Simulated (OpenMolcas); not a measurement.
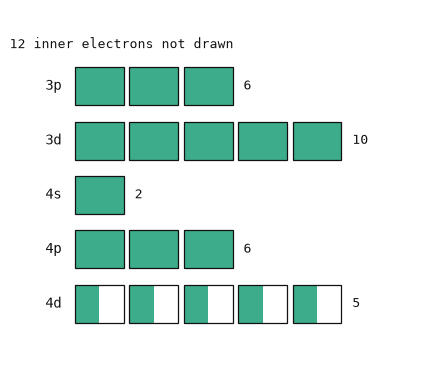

*The outer shells of the leading configuration of the lowest level: a box for each of the 2l + 1 orbitals, shaded by the share of the shell that is filled, with the electron count at the right.*

## Multiconfigurational calculation: Ru³⁺ complex (part 1 of 2)

System: Ru³⁺ with 6 ligands (Cl; octahedron, 2.41 Å), neutralised by 6 outer point charges of +0.5 e, whose field is part of the energies.
Method: state-averaged CASSCF, active space 5 electrons in the shell 4d, basis ANO-RCC-VTZP on the metal and ANO-RCC-VDZP on the ligands, DKH2 scalar Hamiltonian, spin-orbit coupling by RASSI with atomic mean-field integrals (OpenMolcas).

### Summary

- outcome: converged
- energy of the lowest spin-free term: −7293.99999 hartree
- energy of the lowest spin-orbit level: −7294.00163 hartree
- largest spread among components of a term: 0.0 cm⁻¹
- hardware: 1 thread of Arm Neoverse V2, 24 GiB of memory available, shared host
- wall time: 81 s
- peak memory: 0.4 GiB

### Notes

Without dynamic correlation the splittings between terms come out too large, often by 20 to 50 %. To bear in mind: small active space favours high spin, ground spin may be wrong; distances are set from ionic radii, not optimised.

### Input
```
&GATEWAY
Coord
7

Ru 0.0 0.0 0.0
Cl 2.410000 0.000000 0.000000
Cl 0.000000 2.410000 0.000000
Cl -2.410000 0.000000 0.000000
Cl 0.000000 -2.410000 0.000000
Cl 0.000000 0.000000 2.410000
Cl 0.000000 0.000000 -2.410000
Basis=Ru.ANO-RCC-VTZP,Cl.ANO-RCC-VDZP
Group=XYZ
NoMove
AngMom=0.0 0.0 0.0
AMFI
RICD
XField
3 Angstrom 0
5.010000 0.000000 0.000000 0.500000
0.000000 5.010000 0.000000 0.500000
0.000000 0.000000 5.010000 0.500000
&SEWARD
&RASSCF
FileOrb=start.orb
Symmetry=1
Spin=6
nActEl=5 0 0
Inactive=36 36
Ras2=5 0
CIRoot=1 1 1
SDav=1
CIMx=300
Iter=150 100
PrWF=0.3
OrbListing=Nothing
MaxOrb=0
LevShft=1.0
>>> COPY $Project.JobIph JOB001
&RASSCF
FileOrb=start.orb
Symmetry=1
Spin=4
nActEl=5 0 0
Inactive=36 36
Ras2=5 0
CIRoot=24 24 1
SDav=24
CIMx=300
Iter=150 100
PrWF=0.3
OrbListing=Nothing
MaxOrb=0
LevShft=1.0
>>> COPY $Project.JobIph JOB002
&RASSCF
FileOrb=start.orb
Symmetry=1
Spin=2
nActEl=5 0 0
Inactive=36 36
Ras2=5 0
CIRoot=75 75 1
SDav=75
CIMx=300
Iter=150 100
PrWF=0.3
OrbListing=Nothing
MaxOrb=0
LevShft=1.0
>>> COPY $Project.JobIph JOB003
&RASSI
NrOfJobIphs=3 1 24 75
1
1 2 3 4 5 6 7 8 9 10 11 12 13 14 15 16 17 18 19 20 21 22 23 24
1 2 3 4 5 6 7 8 9 10 11 12 13 14 15 16 17 18 19 20 21 22 23 24 25 26 27
28 29 30 31 32 33 34 35 36 37 38 39 40 41 42 43 44 45 46 47 48 49 50 51
52 53 54 55 56 57 58 59 60 61 62 63 64 65 66 67 68 69 70 71 72 73 74 75
IphNames
JOB001
JOB002
JOB003
EJob
SpinOrbit
DIPRint=1.0
SOCoupling=1000.0
Subsets=2
Property=9
'ANGMOM' 1 'ANGMOM' 2 'ANGMOM' 3 'MLTPL  1' 1 'MLTPL  1' 2 'MLTPL  1' 3
'AMFI' 1 'AMFI' 2 'AMFI' 3
SOProperty=3
'ANGMOM' 1 'ANGMOM' 2 'ANGMOM' 3
```

The file start.orb holds starting orbitals from an earlier step. A driver script formed the levels outside the program, from RASSI's spin-orbit matrix and the active-space energies, averaged over the components of each term or state.

Run as:
```bash
OMP_NUM_THREADS=1 MOLCAS_MEM=2457 MOLCAS_PROJECT=a pymolcas a.inp > a.log  # once for each step of the input, in one work folder
```

### The program's output (extracts)
```
--- SEWARD ---
Basis set label: RU.ANO-RCC...7S6P4D2F1G.

      Electronic valence basis set:
      ------------------
      Associated Effective Charge  44.000000 au
      Associated Actual Charge     44.000000 au
      Nuclear Model: Point charge

      Shell  nPrim  nBasis  Cartesian Spherical Contaminant
         s      21       7        X
         p      18       6        X
         d      13       4                 X
         f       6       2                 X
         g       4       1                 X
                  Relativistic Douglas-Kroll-Hess integrals:
                    - DKH order of Hamiltonian: 2
                    - DKH order of Properties : 0
                  Atomic mean-field integrals
--- RASSCF ---
Wave function specifications:
      -----------------------------

      Number of closed shell electrons         144
      Number of electrons in active shells       5
      Max number of holes in RAS1 space          0
      Max nr of electrons in RAS3 space          0
      Number of inactive orbitals               72
      Number of active orbitals                  5
      Number of secondary orbitals              99
      Spin quantum number                      2.5
      State symmetry                             1
Orbital specifications:
      -----------------------

      Symmetry species                           1   2
                                                ag  au
      Frozen orbitals                            0   0
      Inactive orbitals                         36  36
      Active orbitals                            5   0
      RAS1 orbitals                              0   0
      RAS2 orbitals                              5   0
      RAS3 orbitals                              0   0
      Secondary orbitals                        49  50
      Deleted orbitals                           0   0
      Number of basis functions                 90  86
      Number of CSFs                             1
      Number of root(s) required                 1
      Iter CI   SX   CI       RASSCF       Energy    max ROT     max BLB   max BLB  Level Ln srch  Step   QN
          iter iter root      energy       change     param      element    value   shift minimum  type update
 Nr of preliminary CI iterations:   1
      Total energies have been shifted. Add                -7000.00 au
        1   1   12    1  -293.37308827    0.00E+00  -8.51E-02   39  45 1  2.17E-01*  1.23   0.00    SX    NO
        2   1   13    1  -293.83572748   -4.63E-01* -7.39E-02   14  44 2  9.28E-02*  1.00   0.00    SX    NO
        3   1   13    1  -293.95665471   -1.21E-01* -4.54E-02   36  39 1  5.33E-02*  0.89   0.00    SX    NO
        4   1   12    1  -293.98517497   -2.85E-02* -2.64E-02   36  39 1  3.09E-02*  0.85   0.00    SX    NO
        5   1   12    1  -293.99388916   -8.71E-03* -3.27E-02   36  39 1  1.97E-02*  0.84   2.46    LS   YES
        6   1   11    1  -293.99853778   -4.65E-03* -1.12E-02   39  45 1 -9.16E-03*  0.82   1.17    QN   YES
        7   1   11    1  -293.99960689   -1.07E-03* -7.53E-03   14  44 2 -3.94E-03*  0.82   1.70    LS   YES
        8   1   11    1  -293.99982213   -2.15E-04* -1.10E-03    7  44 2  3.09E-03*  0.82   1.04    QN   YES
        9   1   10    1  -293.99995130   -1.29E-04* -5.95E-04   30  82 1 -1.23E-03*  0.82   1.54    LS   YES
       10   1   10    1  -293.99996955   -1.82E-05* -9.12E-04    9  63 1 -2.21E-03*  0.82   1.01    QN   YES
       11   1    9    1  -293.99998516   -1.56E-05* -5.38E-04   36  39 1  4.56E-04*  0.82   1.59    LS   YES
       12   1    9    1  -293.99998770   -2.54E-06*  5.69E-04    8  58 2  8.69E-04*  0.82   1.02    QN   YES
       13   1    8    1  -293.99999035   -2.65E-06* -2.99E-04   30  81 2 -1.77E-04*  0.82   1.34    QN   YES
       14   1    7    1  -293.99999109   -7.46E-07* -1.53E-04    8  47 1  9.69E-05   0.82   1.33    QN   YES
       15   1    7    1  -293.99999122   -1.25E-07* -5.26E-05    9  59 2 -4.78E-05   0.82   1.28    QN   YES
       16   1    6    1  -293.99999124   -2.23E-08* -1.96E-05   14  42 1  2.15E-05   0.82   1.43    QN   YES
       17   1    6    1  -293.99999125   -5.95E-09  -5.72E-06   14  44 2  9.35E-06   0.82   1.30    QN   YES
      Convergence after 17 iterations
       18   1    6    1  -293.99999125   -1.12E-09  -5.72E-06    7  57 2  4.71E-06   0.82   1.30    QN   YES
      Natural orbitals and occupation numbers for root  1
      sym 1:   1.000000   1.000000   1.000000   1.000000   1.000000
::    RASSCF root number  1 Total energy:  -7293.99999125
--- RASSCF ---
Wave function specifications:
      -----------------------------

      Number of closed shell electrons         144
      Number of electrons in active shells       5
      Max number of holes in RAS1 space          0
      Max nr of electrons in RAS3 space          0
      Number of inactive orbitals               72
      Number of active orbitals                  5
      Number of secondary orbitals              99
      Spin quantum number                      1.5
      State symmetry                             1
Orbital specifications:
      -----------------------

      Symmetry species                           1   2
                                                ag  au
      Frozen orbitals                            0   0
      Inactive orbitals                         36  36
      Active orbitals                            5   0
      RAS1 orbitals                              0   0
      RAS2 orbitals                              5   0
      RAS3 orbitals                              0   0
      Secondary orbitals                        49  50
      Deleted orbitals                           0   0
      Number of basis functions                 90  86
      Number of CSFs                            24
      Number of root(s) required                24
      Iter CI   SX   CI       RASSCF       Energy    max ROT     max BLB   max BLB  Level Ln srch  Step   QN
          iter iter root      energy       change     param      element    value   shift minimum  type update
 Nr of preliminary CI iterations:   1
      Total energies have been shifted. Add                -7000.00 au
        1   1   11    0  -293.86813406    0.00E+00  -9.84E-03   38  44 1 -1.68E-02*  0.85   0.00    SX    NO
        2   1   11    0  -293.87031644   -2.18E-03*  7.31E-03   40  46 1 -8.67E-03*  0.85   0.00    SX    NO
        3   1   10    0  -293.87126953   -9.53E-04*  5.10E-03   40  46 1 -5.71E-03*  0.84   0.00    SX    NO
        4   1   10    0  -293.87171892   -4.49E-04*  3.65E-03   33  40 1 -3.97E-03*  0.84   0.00    SX    NO
        5   1   10    0  -293.87193707   -2.18E-04*  5.32E-03   33  40 1 -2.82E-03*  0.84   2.50    LS   YES
        6   1    9    0  -293.87211750   -1.80E-04*  3.19E-03   33  40 1 -1.13E-03*  0.84   1.61    LS   YES
        7   1    9    0  -293.87214777   -3.03E-05* -2.71E-04   28  42 1 -8.49E-04*  0.84   1.02    QN   YES
        8   1    9    0  -293.87215125   -3.48E-06*  2.76E-04   28  42 1 -5.03E-04*  0.84   2.02    LS   YES
        9   1    9    0  -293.87215244   -1.19E-06* -2.34E-04   24  56 2 -5.00E-04*  0.84   1.00    QN   YES
       10   1    7    0  -293.87215313   -6.96E-07*  4.41E-05   28  42 1 -9.76E-05   0.84   1.04    QN   YES
       11   1    7    0  -293.87215321   -7.67E-08*  5.16E-05   28  42 1 -5.83E-05   0.84   2.17    LS   YES
       12   1    7    0  -293.87215324   -2.85E-08*  2.76E-05   40  46 1 -2.72E-05   0.84   0.93    QN   YES
       13   1    6    0  -293.87215325   -1.40E-08*  2.36E-05   35  44 2 -1.22E-05   0.84   1.53    QN   YES
       14   1    5    0  -293.87215326   -4.01E-09   9.41E-06   28  57 1 -7.91E-06   0.84   1.24    QN   YES
      Convergence after 14 iterations
       15   1    5    0  -293.87215326   -7.01E-10   9.41E-06   28  42 1  4.52E-06   0.84   1.24    QN   YES
      Natural orbitals and occupation numbers for root  1
      sym 1:   1.980278   1.001669   0.997632   1.000711   0.019710
      Natural orbitals and occupation numbers for root  2
      sym 1:   1.000659   1.001623   0.019663   1.980326   0.997729
      Natural orbitals and occupation numbers for root  3
      sym 1:   1.000511   1.980934   1.000051   0.999438   0.019065
::    RASSCF root number  1 Total energy:  -7293.96543092
::    RASSCF root number  2 Total energy:  -7293.96543092
::    RASSCF root number  3 Total energy:  -7293.96543092
::    RASSCF root number  4 Total energy:  -7293.94254897
::    RASSCF root number  5 Total energy:  -7293.94254897
::    RASSCF root number  6 Total energy:  -7293.94254897
::    RASSCF root number  7 Total energy:  -7293.90361103
::    RASSCF root number  8 Total energy:  -7293.90061272
::    RASSCF root number  9 Total energy:  -7293.90061272
::    RASSCF root number 10 Total energy:  -7293.88381969
::    RASSCF root number 11 Total energy:  -7293.88381969
::    RASSCF root number 12 Total energy:  -7293.88381969
::    RASSCF root number 13 Total energy:  -7293.87774743
::    RASSCF root number 14 Total energy:  -7293.87774743
::    RASSCF root number 15 Total energy:  -7293.84599411
::    RASSCF root number 16 Total energy:  -7293.84067299
::    RASSCF root number 17 Total energy:  -7293.84067299
::    RASSCF root number 18 Total energy:  -7293.84067299
::    RASSCF root number 19 Total energy:  -7293.79940865
::    RASSCF root number 20 Total energy:  -7293.79940865
::    RASSCF root number 21 Total energy:  -7293.79940865
::    RASSCF root number 22 Total energy:  -7293.77656971
::    RASSCF root number 23 Total energy:  -7293.77656971
::    RASSCF root number 24 Total energy:  -7293.77656971
--- RASSCF ---
Wave function specifications:
      -----------------------------

      Number of closed shell electrons         144
      Number of electrons in active shells       5
      Max number of holes in RAS1 space          0
      Max nr of electrons in RAS3 space          0
      Number of inactive orbitals               72
      Number of active orbitals                  5
      Number of secondary orbitals              99
      Spin quantum number                      0.5
      State symmetry                             1
Orbital specifications:
      -----------------------

      Symmetry species                           1   2
                                                ag  au
      Frozen orbitals                            0   0
      Inactive orbitals                         36  36
      Active orbitals                            5   0
      RAS1 orbitals                              0   0
      RAS2 orbitals                              5   0
      RAS3 orbitals                              0   0
      Secondary orbitals                        49  50
      Deleted orbitals                           0   0
      Number of basis functions                 90  86
      Number of CSFs                            75
      Number of root(s) required                75
      Iter CI   SX   CI       RASSCF       Energy    max ROT     max BLB   max BLB  Level Ln srch  Step   QN
          iter iter root      energy       change     param      element    value   shift minimum  type update
 Nr of preliminary CI iterations:   1
      Total energies have been shifted. Add                -7000.00 au
        1   1   10    0  -293.79796667    0.00E+00  -6.62E-03   40  46 1 -9.96E-03*  0.83   0.00    SX    NO
        2   1   10    0  -293.79881110   -8.44E-04*  4.97E-03   40  46 1 -5.48E-03*  0.83   0.00    SX    NO
        3   1   10    0  -293.79919616   -3.85E-04*  3.60E-03   31  40 1 -3.92E-03*  0.83   0.00    SX    NO
        4   1   10    0  -293.79938386   -1.88E-04*  2.67E-03   31  40 1 -2.91E-03*  0.83   0.00    SX    NO
        5   1    9    0  -293.79947789   -9.40E-05*  3.93E-03   31  40 1 -2.14E-03*  0.83   2.50    LS   YES
        6   1    9    0  -293.79955864   -8.07E-05*  2.63E-03   31  40 1 -1.01E-03*  0.83   1.68    LS   YES
        7   1    9    0  -293.79957439   -1.58E-05*  3.16E-04   28  42 1 -5.70E-04*  0.83   1.01    QN   YES
        8   1    8    0  -293.79957649   -2.10E-06*  4.73E-04   28  42 1 -3.46E-04*  0.83   2.50    LS   YES
        9   1    8    0  -293.79957764   -1.15E-06*  2.13E-04   22  54 2 -4.44E-04*  0.83   0.98    QN   YES
       10   1    7    0  -293.79957815   -5.05E-07*  1.25E-04   30  41 1 -1.06E-04*  0.83   1.09    QN   YES
       11   1    7    0  -293.79957826   -1.16E-07*  1.88E-04   30  41 1 -6.93E-05   0.83   2.50    LS   YES
       12   1    7    0  -293.79957830   -4.28E-08* -2.80E-05   23  45 2 -5.95E-05   0.83   0.77    QN   YES
       13   1    6    0  -293.79957832   -2.09E-08*  1.29E-05   28  42 1  1.74E-05   0.83   1.29    QN   YES
       14   1    5    0  -293.79957833   -3.31E-09  -1.08E-05   28  42 1  1.09E-05   0.83   1.37    QN   YES
      Convergence after 14 iterations
       15   1    5    0  -293.79957833   -7.39E-10  -1.08E-05   28  42 1  4.70E-06   0.83   1.37    QN   YES
      Natural orbitals and occupation numbers for root  1
      sym 1:   0.062122   1.041712   0.013552   1.941302   1.941312
      Natural orbitals and occupation numbers for root  2
      sym 1:   1.941310   1.941301   0.062124   1.041714   0.013552
      Natural orbitals and occupation numbers for root  3
      sym 1:   1.041683   1.941337   0.013555   1.941327   0.062098
::    RASSCF root number  1 Total energy:  -7293.97615393
::    RASSCF root number  2 Total energy:  -7293.97615393
::    RASSCF root number  3 Total energy:  -7293.97615393
::    RASSCF root number  4 Total energy:  -7293.92014769
::    RASSCF root number  5 Total energy:  -7293.92014769
::    RASSCF root number  6 Total energy:  -7293.92014769
::    RASSCF root number  7 Total energy:  -7293.91587033
::    RASSCF root number  8 Total energy:  -7293.90836330
::    RASSCF root number  9 Total energy:  -7293.90836330
::    RASSCF root number 10 Total energy:  -7293.90836330
::    RASSCF root number 11 Total energy:  -7293.90001037
::    RASSCF root number 12 Total energy:  -7293.90001037
::    RASSCF root number 13 Total energy:  -7293.88166341
::    RASSCF root number 14 Total energy:  -7293.88166341
::    RASSCF root number 15 Total energy:  -7293.88166341
::    RASSCF root number 16 Total energy:  -7293.87499405
::    RASSCF root number 17 Total energy:  -7293.87499405
::    RASSCF root number 18 Total energy:  -7293.87499405
::    RASSCF root number 19 Total energy:  -7293.86700667
::    RASSCF root number 20 Total energy:  -7293.85704440
::    RASSCF root number 21 Total energy:  -7293.85704440
::    RASSCF root number 22 Total energy:  -7293.85315090
::    RASSCF root number 23 Total energy:  -7293.84831910
::    RASSCF root number 24 Total energy:  -7293.84831910
::    RASSCF root number 25 Total energy:  -7293.84831910
::    RASSCF root number 26 Total energy:  -7293.83285816
::    RASSCF root number 27 Total energy:  -7293.83285816
::    RASSCF root number 28 Total energy:  -7293.82808907
::    RASSCF root number 29 Total energy:  -7293.82808907
::    RASSCF root number 30 Total energy:  -7293.82808907
```

(Continued in part 2.)
